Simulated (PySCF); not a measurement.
Molecule: SMILES Cc1[c]cc(O)cc1, doublet. Atoms near the plane z = 1.5 Å, at the GFN2-xTB optimised geometry (x, y, z in Å): C1 (-0.3, 0.5, 0.0), H9 (-0.6, 0.0, 0.9), H10 (-0.6, 1.6, 0.0), H11 (0.8, 0.5, 0.0).

Computed with unrestricted B3LYP/def2-TZVP (PySCF). The values are rescaled to run from 0 to 1.

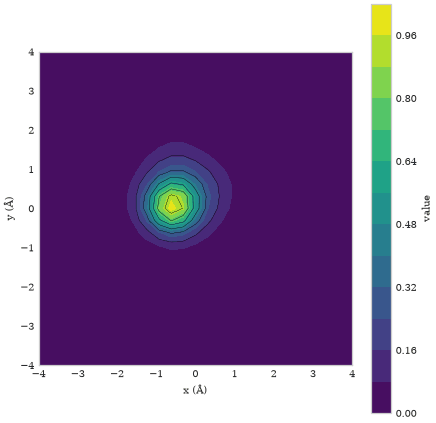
Figure: a field on the plane z = 1.5 Å.

**Question.** Which quantity is mapped?
(A) spin density
(B) electrostatic potential
(C) Laplacian of the electron density
(D) an orbital amplitude

**Answer.** C, Laplacian of the electron density. In full: Laplacian of the electron density (e/bohr⁵).
